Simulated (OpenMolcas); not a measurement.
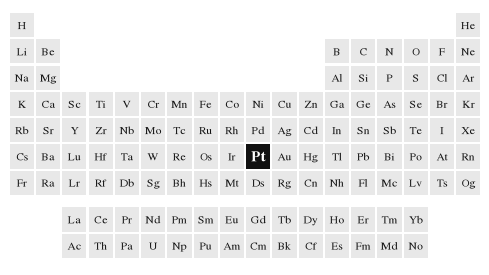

Figure 1. The place of platinum in the periodic table.

## Pt²⁺: multiconfigurational calculation

System: Pt²⁺.
Method: state-averaged MS-CASPT2, IPEA shift 0.25, imaginary shift 0.1 hartree, semicore shells correlated, active space 8 electrons in the shell 5d, basis ANO-R3, X2C scalar Hamiltonian, spin-orbit coupling by RASSI with atomic mean-field integrals (OpenMolcas).

### Outcome

```tsv
quantity	value
outcome	refused by the program
hardware	1 thread of Arm Neoverse V2, 24 GiB of memory available, shared host
```

### What went wrong

This input holds a deliberate fault: too many frozen. The program refused the input; the driver noted: CASPT2 spin 3: _RC_INPUT_ERROR_.

### The input
```
&GATEWAY
Coord
1

Pt 0.0 0.0 0.0
Basis=ANO-R3
Group=XYZ
NoMove
AngMom=0.0 0.0 0.0
AMFI
&SEWARD
&RASSCF
FileOrb=start.orb
Symmetry=1
Spin=3
nActEl=8 0 0
Inactive=15 19
Ras2=5 0
CIRoot=10 10 1
SDav=10
CIMx=300
Iter=120 100
PrWF=0.3
OrbListing=Nothing
MaxOrb=0
Atom
>>> COPY $Project.JobIph JOB001
&RASSCF
FileOrb=start.orb
Symmetry=1
Spin=1
nActEl=8 0 0
Inactive=15 19
Ras2=5 0
CIRoot=15 15 1
SDav=15
CIMx=300
Iter=120 100
PrWF=0.3
OrbListing=Nothing
MaxOrb=0
Atom
>>> COPY $Project.JobIph JOB002
&RASSI
NrOfJobIphs=2 10 14
1 2 3 4 5 6 7 8 9 10
1 2 3 4 5 6 7 8 9 10 11 12 13 14
IphNames
JOB001
JOB002
EJob
SpinOrbit
DIPRint=1.0
SOCoupling=1000.0
Subsets=2
MEES
Property=10
'ANGMOM' 1 'ANGMOM' 2 'ANGMOM' 3 'MLTPL  1' 1 'MLTPL  1' 2 'MLTPL  1' 3
'AMFI' 1 'AMFI' 2 'AMFI' 3 'MLTPL  2' 6
SOProperty=3
'ANGMOM' 1 'ANGMOM' 2 'ANGMOM' 3
>>> COPY JOB001 $Project.JobIph
&CASPT2
Multistate=10 1 2 3 4 5 6 7 8 9 10
Frozen=34 36
IPEA=0.25
Imaginary=0.1
MaxIter=60
WThr=0.0 0.3 0.05
PrWF=0.5
NoMix
```

The file start.orb holds starting orbitals from an earlier step.

Command:
```bash
OMP_NUM_THREADS=1 MOLCAS_MEM=2252 MOLCAS_PROJECT=a pymolcas a.inp > a.log  # once for each step of the input, in one work folder
```

### Log (extracts)
```
|       MOLCAS_SOURCE = [file]
  |    MOLCAS_STRUCTURE = 0
  |
   --------------------------------------------------------------------------------------
++ ---------   Input file   ---------
>>> COPY JOB001 $Project.JobIph
&CASPT2
Multistate=10 1 2 3 4 5 6 7 8 9 10
Frozen=34 36
IPEA=0.25
Imaginary=0.1
MaxIter=60
WThr=0.0 0.3 0.05
PrWF=0.5
NoMix
-- ----------------------------------
>>> COPY JOB001 a.JobIph
*** symbolic link created: INPORB -> a.RasOrb
--- Start Module: caspt2 at  ---
()()()()()()()()()()()()()()()()()()()()()()()()()()()()()()()()()()()()()()()()()()()()()()()()()()
                                              &CASPT2
                                   only a single process is used
                       available to each process: 2.3 GB of memory, 1 thread
()()()()()()()()()()()()()()()()()()()()()()()()()()()()()()()()()()()()()()()()()()()()()()()()()()
 ###    WARNING: User changed nr of frozen orbitals.                         ###
 ###    ERROR: Too many frozen orbitals!                                     ###
--- Stop Module: caspt2 at  /rc=_RC_INPUT_ERROR_ ---
.####################.
.# User input error #.
.####################.
```
